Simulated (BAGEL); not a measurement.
**Si2H5F (SMILES F[SiH2][SiH3]) at HF/cc-pVDZ (density fitting with qzvpp-jkfit)**

What is the vertical singlet–triplet gap of Si2H5F at HF/cc-pVDZ (density fitting with qzvpp-jkfit)? 

The results are computed with BAGEL 1.2.2.

1 further run of the same task is left out (it didn't finish).

### Step 1. The system as given

Si2H5F has 8 atoms, charge 0, and is taken as a singlet. SMILES: `F[SiH2][SiH3]`. The coordinates come from a PBE0-D4/def2-TZVP relaxation.

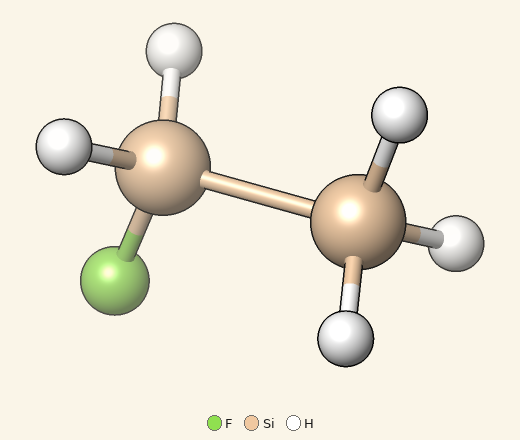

The structure, seen from a chosen angle (fluorine green, silicon light orange, hydrogen white).

### Step 2. A single-point energy at HF/cc-pVDZ (density fitting with qzvpp-jkfit)

Contents of calc.json:

```json
{ "bagel": [

{
  "title": "molecule",
  "basis": "cc-pvdz.json",
  "df_basis": "qzvpp-jkfit",
  "angstrom": true,
  "geometry": [
    { "atom": "F", "xyz": [   -2.015200,    0.986100,   -0.226800 ] },
    { "atom": "Si", "xyz": [   -0.575400,    0.581100,   -0.813600 ] },
    { "atom": "Si", "xyz": [    0.633500,   -0.611200,    0.800400 ] },
    { "atom": "H", "xyz": [   -0.798700,   -0.237500,   -2.033900 ] },
    { "atom": "H", "xyz": [    0.125700,    1.834700,   -1.195700 ] },
    { "atom": "H", "xyz": [    0.849500,    0.218200,    2.015100 ] },
    { "atom": "H", "xyz": [    1.955700,   -0.971100,    0.218900 ] },
    { "atom": "H", "xyz": [   -0.082900,   -1.857400,    1.179800 ] }
  ]
},
{
  "title": "hf"
},
{
  "title": "print",
  "file": "orbitals.molden",
  "orbitals": true
}

]}
```

The basis set cc-pVDZ is read from a file made from the Basis Set Exchange's data (not shown).

On the command line:

```bash
BAGEL_NUM_THREADS=1 BAGEL calc.json > calc.out
```

The program printed:

```text
* using 1 threads per process

  ===============================================================
  ===============================================================

  *** Geometry ***

  { "atom" : "F", "xyz" : [     -3.808176,      1.863459,     -0.428590 ] },
  { "atom" : "Si", "xyz" : [     -1.087348,      1.098120,     -1.537481 ] },
  { "atom" : "Si", "xyz" : [      1.197142,     -1.155001,      1.512537 ] },
  { "atom" : "H", "xyz" : [     -1.509324,     -0.448810,     -3.843514 ] },
  { "atom" : "H", "xyz" : [      0.237539,      3.467081,     -2.259546 ] },
  { "atom" : "H", "xyz" : [      1.605322,      0.412338,      3.807987 ] },
  { "atom" : "H", "xyz" : [      3.695737,     -1.835113,      0.413661 ] },
  { "atom" : "H", "xyz" : [     -0.156658,     -3.509977,      2.229499 ] },

  Number of auxiliary basis functions:      423

  Since a DF basis is specified, we compute 2- and 3-index integrals:
    o Being stored without compression. Storage requirement is 0.019 GB

  Number of basis functions:       75
  Number of electrons      :       42

    * METHOD: MOLECULE                             0.17

  *** RHF ***

  === Nuclear Repulsion ===
   151.9234568698

      * DIIS with orbital gradients will be used.

  === RHF iteration (cc-pvdz.json) ===
      0       -680.11458141          0.01265741           0.05
      1       -680.21245048          0.00787977           0.05
      2       -680.25362644          0.00150958           0.05
      3       -680.25538391          0.00020902           0.05
      4       -680.25541451          0.00005034           0.05
      5       -680.25541702          0.00000832           0.05
      6       -680.25541710          0.00000175           0.05
      7       -680.25541710          0.00000047           0.05
      8       -680.25541710          0.00000013           0.05
      9       -680.25541710          0.00000002           0.05
     10       -680.25541710          0.00000001           0.05
    * SCF iteration converged.

    * Permanent dipole moment:
           (   -0.557901,     0.187047,     0.152630) a.u.

    * METHOD: HF                                   0.68

    * METHOD: PRINT                                0.01

  ===============================================================
```

It took 1 s on 1 thread of Arm Neoverse V1, shared host; peak memory 0.094 GiB.

### Step 3. The triplet at the same level

Contents of calc.json:

```json
{ "bagel" : [

{
  "title" : "molecule",
  "basis" : "cc-pvdz.json",
  "df_basis" : "qzvpp-jkfit",
  "angstrom" : true,
  "geometry" : [
    { "atom" : "F", "xyz" : [      -2.015200,       0.986100,      -0.226800 ] },
    { "atom" : "Si", "xyz" : [      -0.575400,       0.581100,      -0.813600 ] },
    { "atom" : "Si", "xyz" : [       0.633500,      -0.611200,       0.800400 ] },
    { "atom" : "H", "xyz" : [      -0.798700,      -0.237500,      -2.033900 ] },
    { "atom" : "H", "xyz" : [       0.125700,       1.834700,      -1.195700 ] },
    { "atom" : "H", "xyz" : [       0.849500,       0.218200,       2.015100 ] },
    { "atom" : "H", "xyz" : [       1.955700,      -0.971100,       0.218900 ] },
    { "atom" : "H", "xyz" : [      -0.082900,      -1.857400,       1.179800 ] }
  ]
},

{
  "title" : "uhf",
  "nopen" : 2
},

{
  "title" : "print",
  "file" : "orbitals.molden",
  "orbitals" : true
}

]}
```

The basis set cc-pVDZ is read from a file made from the Basis Set Exchange's data (not shown).

On the command line:

```bash
BAGEL_NUM_THREADS=1 BAGEL calc.json > calc.out
```

The program printed:

```text
* using 1 threads per process

  ===============================================================
  ===============================================================

  *** Geometry ***

  { "atom" : "F", "xyz" : [     -3.808176,      1.863459,     -0.428590 ] },
  { "atom" : "Si", "xyz" : [     -1.087348,      1.098120,     -1.537481 ] },
  { "atom" : "Si", "xyz" : [      1.197142,     -1.155001,      1.512537 ] },
  { "atom" : "H", "xyz" : [     -1.509324,     -0.448810,     -3.843514 ] },
  { "atom" : "H", "xyz" : [      0.237539,      3.467081,     -2.259546 ] },
  { "atom" : "H", "xyz" : [      1.605322,      0.412338,      3.807987 ] },
  { "atom" : "H", "xyz" : [      3.695737,     -1.835113,      0.413661 ] },
  { "atom" : "H", "xyz" : [     -0.156658,     -3.509977,      2.229499 ] },

  Number of auxiliary basis functions:      423

  Since a DF basis is specified, we compute 2- and 3-index integrals:
    o Being stored without compression. Storage requirement is 0.019 GB

  Number of basis functions:       75
  Number of electrons      :       42

    * METHOD: MOLECULE                             0.16

  *** Open-shell HF ***

  === Nuclear Repulsion ===
   151.9234568698

      * DIIS with orbital gradients will be used.

  === UHF iteration (cc-pvdz.json) ===
      0       -679.84731292          0.02575182           0.08
      1       -679.95507380          0.01894829           0.08
      2       -679.99592854          0.01173441           0.08
      3       -680.02552261          0.00203132           0.08
      4       -680.02809887          0.00067634           0.08
      5       -680.02871632          0.00029756           0.09
      6       -680.02894702          0.00016073           0.08
      7       -680.02902451          0.00010382           0.08
      8       -680.02908054          0.00004908           0.08
      9       -680.02909091          0.00002685           0.08
     10       -680.02909268          0.00001827           0.08
     11       -680.02909375          0.00000953           0.08
     12       -680.02909411          0.00000502           0.08
     13       -680.02909418          0.00000232           0.08
     14       -680.02909420          0.00000120           0.08
     15       -680.02909420          0.00000065           0.08
     16       -680.02909420          0.00000027           0.08
     17       -680.02909420          0.00000013           0.08
     18       -680.02909420          0.00000005           0.08
     19       -680.02909420          0.00000002           0.08
     20       -680.02909420          0.00000002           0.08
     21       -680.02909420          0.00000001           0.09
     22       -680.02909420          0.00000001           0.08
    * SCF iteration converged.

    * S^2 (UHF) is 2.0077

    * Permanent dipole moment:
           (   -0.813695,     0.413205,    -0.122705) a.u.

    * METHOD: UHF                                  1.96

    * METHOD: PRINT                                0.02

  ===============================================================
```

It took 2.3 s on 1 thread of Arm Neoverse V1, shared host; peak memory 0.095 GiB.

### Step 4. Summary of results

Level: HF/cc-pVDZ (density fitting with qzvpp-jkfit).

| quantity | value |
| --- | --- |
| singlet: total energy | -680.25542 Eh |
| singlet: dipole moment | 1.55 D |
| singlet: HOMO energy | -11.22 eV |
| singlet: LUMO energy | 3.01 eV |
| singlet: HOMO–LUMO gap | 14.23 eV |
| triplet: total energy | -680.02909 Eh |
| triplet: dipole moment | 2.34 D |
| triplet: ⟨S²⟩ | 2.008 |
| vertical energy of the triplet above the singlet | 6.159 eV |

At this shape the triplet lies 6.16 eV (594 kJ/mol) above the singlet.
